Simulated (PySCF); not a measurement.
# MoOH2: singlet, from a trigonal pyramidal start

The task is one start of a wider search on MoOH2: the singlet, from a trigonal pyramidal start. It is relaxed, tested by its Hessian and followed downhill if it is a saddle.

The runs use PySCF 2.14.0; PBE0, basis Mo def2-TZVP with ECP28, O def2-TZVP, H def2-TZVP, scalar-relativistic core potentials, no spin–orbit coupling, density fitting.

## 1. The system as given

4 atoms, charge 0, spin multiplicity 1.

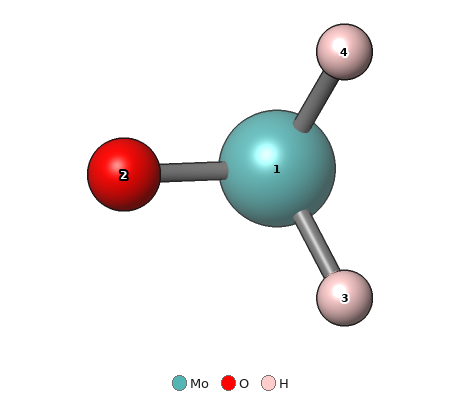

Start geometry, drawn with molybdenum teal, oxygen red, hydrogen pink; atoms are numbered from 1 in the order of the file.

```xyz
4
charge 0 multiplicity 1
Mo    0.1019    0.1765   -0.1292
O    -0.6839   -1.1846    0.7065
H     1.6029    0.1765    0.6689
H    -0.6486    1.4764    0.6689
```

## 2. Relaxing the singlet from the trigonal pyramidal start

The steps below are one call of a driver around PySCF. For each, scf.py gives the equivalent set-up of the SCF; relaxations use the driver's own optimiser. Before each start the driver seeks the lowest SCF state from one or more starting densities and follows internal instabilities, so scf.py alone need not reach the same state.

The program finds Cs symmetry in the start, which this walk keeps.

File scf.py:

```python
from pyscf import gto, scf, dft
mol = gto.M(atom='''
Mo     0.101910     0.176509    -0.129194
O     -0.683929    -1.184568     0.706506
H      1.602908     0.176491     0.668906
H     -0.648575     1.476420     0.668906''',
    basis={'Mo': 'def2-TZVP', 'O': 'def2-TZVP', 'H': 'def2-TZVP'},
    ecp={'Mo': 'def2-TZVP'},
    charge=0, spin=0)
mf = dft.RKS(mol, xc='PBE0')
mf.grids.atom_grid = (50, 194)
aux = {'Mo': 'def2-universal-JKFIT', 'O': 'def2-universal-JKFIT', 'H': 'def2-universal-JKFIT'}
mf = mf.density_fit(auxbasis=aux)
mf.kernel()
```

The optimiser's trace:

| step | energy (Eh) | change (kJ/mol) | largest symmetric gradient (Eh/bohr) |
| --- | --- | --- | --- |
| 0 | -144.489525 | 0.00 | 0.09704 |
| 1 | -144.509451 | -52.31 | 0.03543 |
| 2 | -144.510641 | -55.44 | 0.01319 |
| 3 | -144.510881 | -56.07 | 0.00118 |
| 4 | -144.510884 | -56.08 | 0.00021 |
| 5 | -144.510885 | -56.08 | 0.00016 |

The walk took 4.5 s on 4 threads, shared host.

Positions (Å) and forces (eV/Å) along the way:

```
step 0
Mo   0.102   0.177  -0.129  -2.859  -4.955   3.589
O   -0.684  -1.185   0.707   2.880   4.990  -3.222
H    1.603   0.176   0.669  -0.247   0.119  -0.184
H   -0.649   1.476   0.669   0.225  -0.154  -0.183
step 1
Mo   0.067   0.117  -0.082   1.052   1.821  -1.159
O   -0.637  -1.103   0.666  -1.018  -1.764   1.133
H    1.586   0.172   0.666  -0.028  -0.022   0.013
H   -0.644   1.459   0.666  -0.006  -0.034   0.012
step 3
Mo   0.074   0.128  -0.092  -0.026  -0.048   0.047
O   -0.646  -1.118   0.674   0.035   0.060  -0.035
H    1.584   0.176   0.667  -0.023   0.004  -0.005
H   -0.639   1.459   0.667   0.014  -0.017  -0.006
step 5
Mo   0.073   0.127  -0.094   0.006   0.008  -0.004
O   -0.645  -1.117   0.674  -0.004  -0.008   0.005
H    1.581   0.177   0.667  -0.004   0.002   0.000
H   -0.637   1.458   0.667   0.003  -0.002  -0.001
```

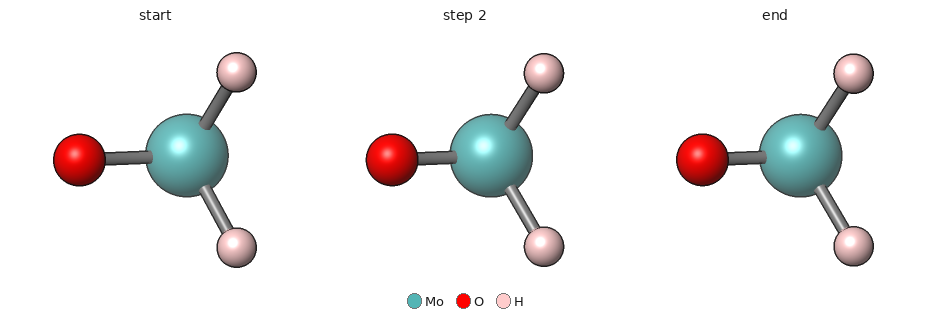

Start and end of the relaxation, with a step between.

End point (Cs, 5 steps, 56.1 kJ/mol gained): Mo–H 1.689 Å (×2), Mo–O 1.629 Å; H–Mo–H 98.6°, H–Mo–O 101.8° (×2).

## 3. Hessian and properties

The point is checked on the finer grid, and tightened if its gradient asks for it. The Hessian and the dipole derivatives come from central differences of analytic gradients, with steps of 0.01 bohr.

Changes to scf.py since step 2:

```diff
@@ -3,4 +3,4 @@
-Mo     0.101910     0.176509    -0.129194
-O     -0.683929    -1.184568     0.706506
-H      1.602908     0.176491     0.668906
-H     -0.648575     1.476420     0.668906''',
+Mo     0.092164     0.159628    -0.119157
+O     -0.625992    -1.084222     0.648508
+H      1.599473     0.210046     0.641627
+H     -0.617798     1.490222     0.641626''',
@@ -11 +11 @@
-mf.grids.atom_grid = (50, 194)
+mf.grids.atom_grid = (75, 302)
```

The driver hands on the density of the step before, so the log starts near convergence.

SCF at the final geometry:

```text
init E= -144.510887802238
  HOMO = -0.212507794010921  LUMO = -0.0939099772319676  gap/eV = 3.22721
cycle= 1 E= -144.510887802239  delta_E= -1.42e-12  |g|= 4.38e-06  |ddm|= 5.71e-06
  HOMO = -0.212508082610725  LUMO = -0.0939101153422757  gap/eV = 3.22722
Extra cycle  E= -144.510887802207  delta_E= 3.17e-11  |g|= 1.45e-05  |ddm|= 8.42e-06
converged SCF energy = -144.510887802207
```

The whole step took 16 s.

Geometry: Cs; Mo–H 1.689 Å (×2), Mo–O 1.629 Å; H–Mo–H 98.6°, H–Mo–O 101.8° (×2).

Modes, for the most abundant isotopes:

```tsv
symmetry	ω (cm⁻¹)	IR (km/mol)	type
a'	558	172	bend
a''	565	17.0	bend
a'	610	76.8	bend
a'	1124	166	stretch
a''	1907	254	stretch
a'	1954	82.9	stretch
```

No imaginary mode, so this is a minimum.

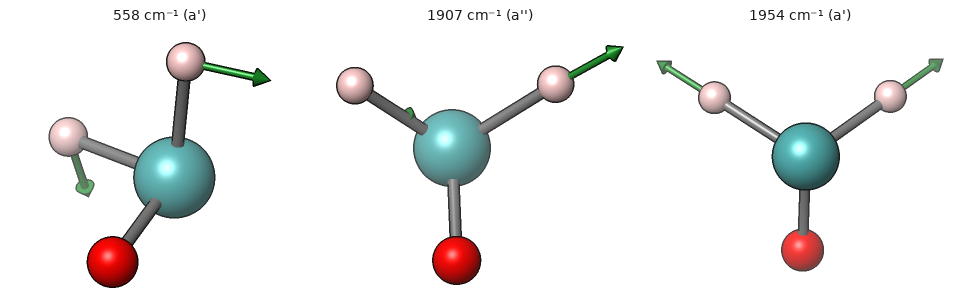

Displacements of 3 of the modes, as arrows (one member where a mode is degenerate).

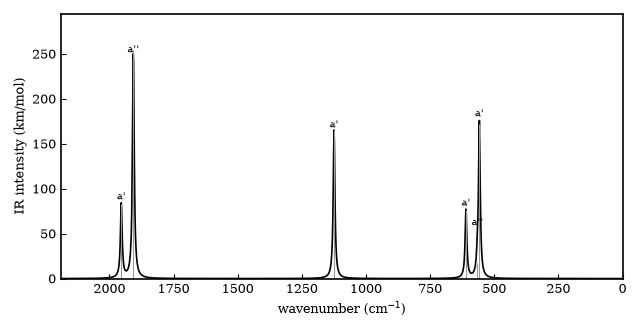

The harmonic infrared spectrum (widths in cm⁻¹). Lines are broadened to a width of 8 cm⁻¹ (Lorentzian).

Constants and moments:

| Quantity | Value |
| --- | --- |
| Dipole moment | 3.90 D |
| Highest occupied level | -5.78 eV |
| Lowest empty level | -2.56 eV |
| Rotational constants | 3.103, 0.4291, 0.4167 cm⁻¹ |
| Zero-point energy | 40.2 kJ/mol |
| Principal polarisabilities | 41.2, 43.9, 56.1 bohr³ |
| Atomisation energy without zero-point energy | 1013 kJ/mol |
| Principal traceless quadrupole moments about the centre of mass | -3.18, 0.07, 3.11 D Å |
| Entropy at 298.15 K and 1 bar | 260.8 J/(mol K) |
| Heat capacity Cp at 298.15 K | 48.0 J/(mol K) |
| Enthalpy at 298.15 K above 0 K | 11.34 kJ/mol |
| Rotational symmetry number | 1 |

Populations by atom (charges in e):

```csv
atom,Mulliken,Löwdin,polar tensor,Mayer order to Mo1
Mo1,0.63,0.30,1.25,–
O2,-0.47,-0.18,-0.65,2.28
"H3,4",-0.08,-0.06,-0.30,0.96
```

Mulliken populations on Mo1 (outside its core potential): s 2.59, p 6.25, d 4.49, f 0.04.

## 4. Stability of the closed shell

At the lowest minimum the closed shell is tested against spin polarisation, on the (50, 194) grid. It is unstable: an open-shell solution lies lower. That solution was not followed to a minimum here.

## 5. Results

```
                            quantity                                                              value
                             minimum     singlet, Cs (closed shell, unstable towards spin polarisation)
                            geometry  Mo–H 1.689 Å (×2), Mo–O 1.629 Å; H–Mo–H 98.6°, H–Mo–O 101.8° (×2)
                  wavenumbers (cm⁻¹)    558 (a'), 565 (a''), 610 (a'), 1124 (a'), 1907 (a''), 1954 (a')
                       dipole moment                                                             3.90 D
highest occupied, lowest empty level                                                    -5.78, -2.56 eV
          polar-tensor charge of Mo1                                                            +1.25 e
                   zero-point energy                                                        40.2 kJ/mol
```

In words: The trigonal pyramidal start keeps its Cs symmetry and ends in a minimum. The strongest infrared band lies at 1907 cm⁻¹ (a'', stretch). Only this shape and spin were tried, so other structures or states may lie lower. Spin polarisation would lower this closed shell, so its numbers describe a constrained state.

The search up to here took 24 s.
